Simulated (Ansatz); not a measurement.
Relaxed ZnS (zinc blende):

```
ZnS
1.0
    0.00000     5.38911     5.38911
    2.69456     0.00000     2.69456
    2.69456     2.69456     0.00000
S Zn
2 2
Cartesian
  4.04183   4.04183   4.04183
  4.04183   6.73639   6.73639
  0.00000   0.00000   0.00000
  2.69456   5.38911   2.69456
```

The atoms are displaced by Q × the pattern below (from a DFPT mode at L = (0.5, 0.0, 0.0), largest move 1; Q in Å), at fixed cell. (q is in reciprocal vectors of the primitive cell; the cell shown is doubled to hold the pattern.)

```tsv
atom	x	y	z
S1	-0.143	0.143	0.143
S2	0.143	-0.143	-0.143
Zn3	-0.577	0.577	0.577
Zn4	0.577	-0.577	-0.577
```

Computed with r2SCAN (plane waves to 500 eV, PAW, scalar-relativistic; Ansatz, an electronic-structure program). k mesh 11×11×11 (Γ-centred), Fermi-Dirac smearing 0.05 eV. E stands for the smeared free energy. ZnS was relaxed with its symmetry unable to fall. ΔE is measured from the undisplaced structure.

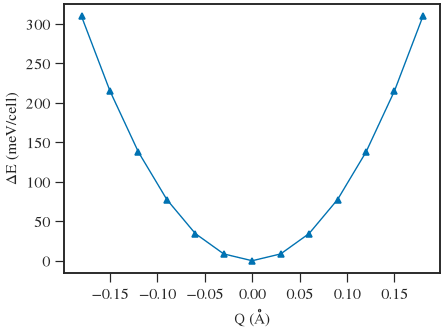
ΔE (meV/cell) against Q (Å); computed points joined by lines.

### Question
What is the energy change at Q = 0.180 Å?

### Answer
About 310 meV/cell.

### Question
What harmonic wavenumber does the curvature at Q = 0 give?

### Answer
About 200 cm⁻¹.

(A displaced cell: forces are minus the slopes of the energy, force constants its curvatures, and phonons follow from these.)
